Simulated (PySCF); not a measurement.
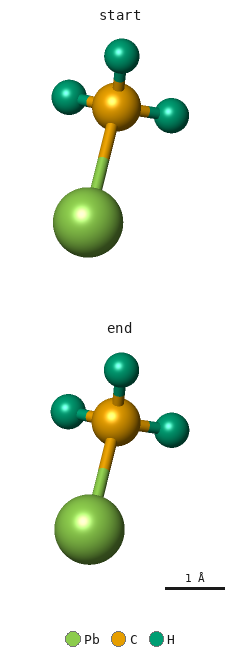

The structure of CH3Pb (charge +1) before (top) and after (bottom) a relaxation, at one scale.

A ball-and-stick model, seen from a free direction.

Computed with PySCF 2.14.0, RKS B3LYP, Pb def2-SVP with ECP60, C def2-SVP, H def2-SVP; non-relativistic Hamiltonian with scalar-relativistic core potentials; density fitting. (symmetry kept (C3v))

### What changed between the two?

Over 4 geometry steps the energy falls by 11.9 kJ/mol. The largest force component goes from 1.4 to 0.0056 eV/Å. The Pb atom moves most after the best rigid fit: 0.12 Å. Largest moves by element: Pb 0.12 Å, C 0.04 Å, H 0.03 Å. Among the contacts that change: C–Pb 2.423 → 2.260 Å, C–H 1.090 → 1.104 Å. The run took 4.5 s on 2 threads of Intel(R) Xeon(R) Platinum 8488C (Sapphire Rapids), with other jobs on the host, peak memory 0.42 GiB.
